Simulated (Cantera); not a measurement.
A closed system holds: 1 mol SiH2Cl2, 0.043 mol C3H8, 230 mol H2, held at 300 Torr.

These are equilibrium values from Cantera (NASA tables, ideal gas, pure condensed phases), not measurements of a reactor. Candidate condensed phases: C, C6H6, C7H8, C8H18, Si, SiC; 109 gas species. Mutual solubility and eutectic melting of coexisting phases are not modelled. The tables' values for SiCl are old estimates; treat these amounts as uncertain. Gases not in the tables: Si2H6 and higher silanes. Kinetics and transport are ignored.

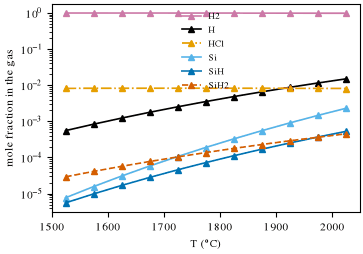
Figure: Equilibrium gas composition (values under 1e-9 drawn at 1e-9)

From 1525 °C to 2025 °C the condensed part is Si(l) + SiC(s). The main Si-bearing gas is SiCl2 at 1525 °C and Si at 2025 °C. The share of Si in condensed phases is highest at 1525 °C (94.0 %) and lowest at 2025 °C (6.8 %).
